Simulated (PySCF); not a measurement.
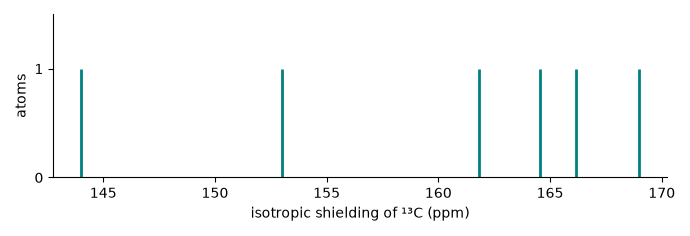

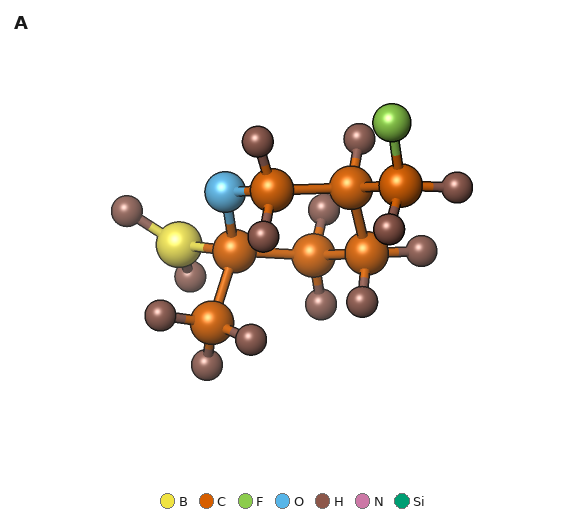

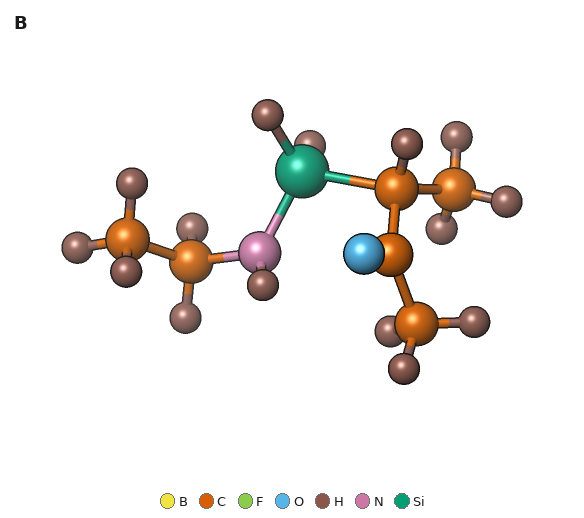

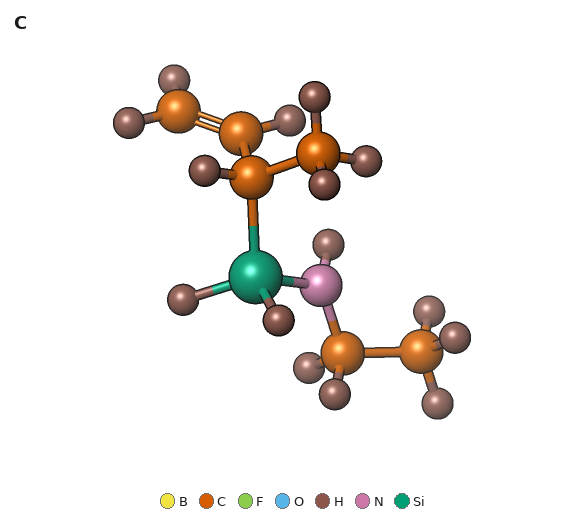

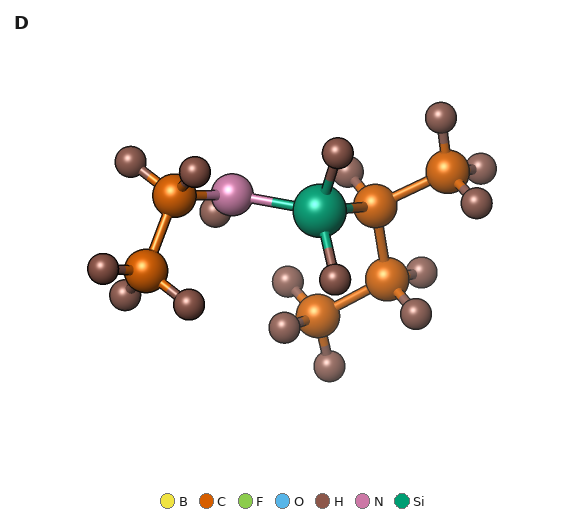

The sticks are computed shieldings of one of the molecules, for one fixed geometry (GFN2-xTB) without averaging over rotations. Low shielding means a high chemical shift. Method: GIAO PBE0/pcSseg-1 NMR shielding, non-relativistic, gas phase (PySCF 2.14.0).

Match the spectrum to a structure.

Answer. D, `CCN[SiH2][C@@H](C)CC`. Its 6 C atoms give lines at 144.0, 153.0, 161.8, 164.5, 166.2, 169.0 ppm.

The geometry is semi-empirical. Around B, Si such bond lengths and angles can be off by a tenth of an ångström or more and by several degrees, and values that hang on the shape move with them.
